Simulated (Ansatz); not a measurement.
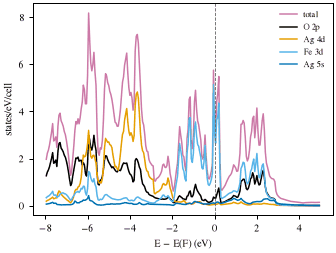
Figure: Total and projected density of states of FeAgO$_{2}$ in space group R-3m (No. 166; Fe on 3b, Ag on 3a, O on 6c), PBEsol in the plane-wave PAW code Ansatz

**Question.** Which orbitals carry the states next to the Fermi level?

**Answer.** Within 0.5 eV of the Fermi level: Fe 3d 79 %, O 2p 12 %. Projections are on Löwdin-orthogonalised atomic valence shells; empty p or d shells of many metals are not among them.

**Question.** Where is the tallest occupied peak in this window, and what makes it?

**Answer.** Near -5.9 eV, about 8.2 states/eV per cell; the largest projected share is Ag 4d.

The first step of the workflow began from a Materials Project structure, measured or hypothetical; the Crystallography Open Database files this formula in space group No. 166, but the cells were not matched. Whether it is the stable phase at ambient conditions was not checked. Symmetry was held in the PBEsol relaxation; whether a distortion lowers the energy is not shown. Magnetic state: ferromagnetic, chosen from 5 collinear starts compared on coarse meshes (ties went to the first, and starts can fall back to one state), not a proven ground state. No Hubbard U is applied. The compound may be a true metal, but semilocal functionals without U, or a wrong spin order, can also close a gap. Scalar-relativistic: spin–orbit coupling is off unless named, which matters more the heavier the elements.

Potentials: the later of the program's two PAW sets.
